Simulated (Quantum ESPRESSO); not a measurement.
# Voltage at the next charge: Ru(0001), 4 layers against an electrode

Method. Quantum ESPRESSO 7.5, LDA, GBRV ultrasoft; ESM with bc3, a metal electrode 5.02 Å above the top atoms; cell area 6.313 Å²; ions fixed. V is the potential energy of an electron at the electrode over the slab's Fermi level, divided by e, so that it equals the work function at zero charge; positive charge removes electrons.

```tsv
charge (e a cell)	V (V)
0	5.438
0.0095	6.322
0.0189	7.211
```

One more run was made and is withheld. What is V at a charge of 0.0379 e, and what capacitance do the rows imply?

**Worked estimate.** The last two rows give dV/dq = (7.211 − 6.322)/(0.0189 − 0.0095) = 94.6 V/e, so C = 1602/(6.313 × 94.6) = 2.68 µF/cm², an effective gap of 8.854/2.68 = 3.30 Å. At constant C, V = 7.211 + 94.6 × 0.019 = 9.01 V.

**Check.** V = 9.037 V; the estimate misses by −0.03 V, 1.6 % of the step. Over the three intervals C goes 2.73, 2.68 and 2.64 µF/cm²: it falls as electrons leave, the surface charge drawing back towards the atoms.

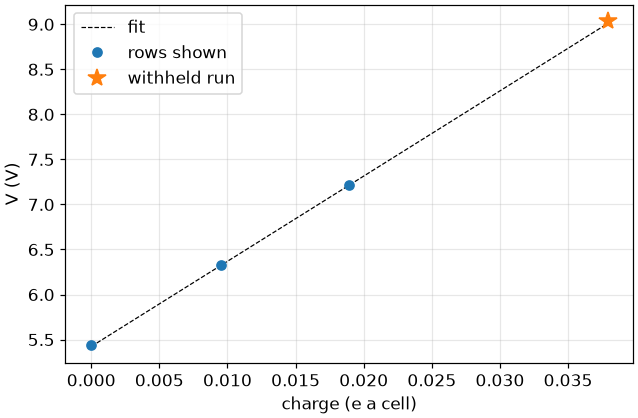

The rows shown, the fit and the withheld run.

Caveats: Vacuum fills the gap; a dielectric or electrolyte would change C. The slab is thin.

[Logs are printed without paths, hosts, clocks, repeated set-up lines and the standing remarks that a program may print on its own settings, such as how far it seeks lower states.]
